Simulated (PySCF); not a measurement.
```xyz
17

C    -2.5462    0.9996   -0.1174
C    -1.3979    0.2760    0.0326
C    -1.4429   -1.1199    0.3740
C    -0.2819   -1.8412    0.4832
C     0.9525   -1.2190    0.2724
C     1.0318    0.1482   -0.0458
C     2.3958    0.7734   -0.2878
F     2.2681    1.9120   -0.9912
F     3.1601   -0.0713   -1.0045
C    -0.1153    0.8907   -0.1717
H    -3.5200    0.5497    0.0191
H    -2.5236    2.0477   -0.3827
H    -2.4039   -1.5869    0.5340
H    -0.3097   -2.8925    0.7281
H     1.8658   -1.7965    0.3381
H     2.9272    1.0055    0.6524
H    -0.0670    1.9366   -0.4426
```

Geometry: GFN2-xTB.

Method: PySCF, PBE0/pcSseg-1, SCF density, gas phase, non-relativistic.

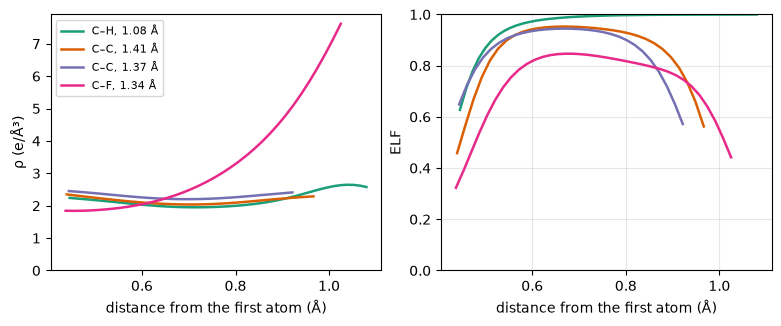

C₈H₇F₂ (charge +1). Total electron density and ELF along straight lines between neighbouring atoms. The curves leave out the atomic cores.

Q: What can be read from the curves?

A: C–H (1.08 Å): ρ at the midpoint is about 2.1 e/Å³; the ELF climbs to about 1 towards the hydrogen, as it does in any bond to H (an ordinary covalent bond to hydrogen).
C–C (1.41 Å): ρ is about 2 e/Å³ halfway; the ELF peaks at about 0.95 between the atoms; localised, covalent bonding.
C–C (1.37 Å): ρ is about 2.2 e/Å³ halfway; the ELF peaks at about 0.95 between the atoms (localised, covalent bonding).
C–F (1.34 Å): ρ at the midpoint is about 2.3 e/Å³, with its minimum of 1.8 e/Å³ about 0.5 Å from C; the ELF peaks at about 0.85 between the atoms: a shared but strongly polarised pair.
